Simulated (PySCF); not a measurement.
C5H12OSe, SMILES CO[Se]C(C)(C)C at its GFN2-xTB optimised geometry (Å):

```
19

Se    -1.4356    -0.7515     0.0000
C      0.5897    -0.7515     0.0000
C      0.9964    -2.2178    -0.0348
C      1.0492    -0.0126    -1.2450
C      1.0872    -0.0668     1.2619
H      2.0810    -2.2991    -0.0924
H      0.5660    -2.7154    -0.9034
H      0.6575    -2.7355     0.8613
H      0.7274    -0.5374    -2.1422
H      0.6269     0.9902    -1.2634
H      2.1356     0.0678    -1.2581
H      0.7813     0.9776     1.2746
H      0.6991    -0.5609     2.1514
H      2.1759    -0.0997     1.2983
O     -1.7222     1.0563     0.0000
C     -2.1759     1.6606     1.1844
H     -1.5367     1.4344     2.0424
H     -2.1485     2.7355     0.9947
H     -3.2033     1.3694     1.4211
```

Calculation: PySCF with B3LYP/def2-SVP. Cells within 0.4 Å of a nucleus heavier than hydrogen are left out (blank, or x).

Map of the deformation density (molecule minus spherical neutral atoms) (e/bohr³) on the plane z = 0.0 Å:

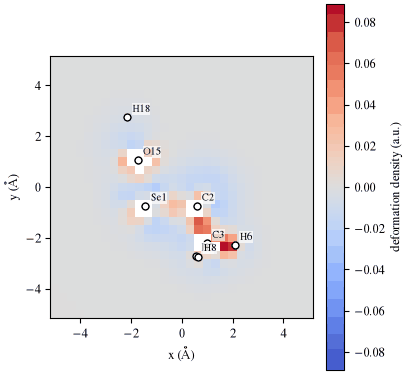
Fig. 1. Deformation density (molecule minus spherical neutral atoms) (e/bohr³) on the plane z = 0.0 Å.
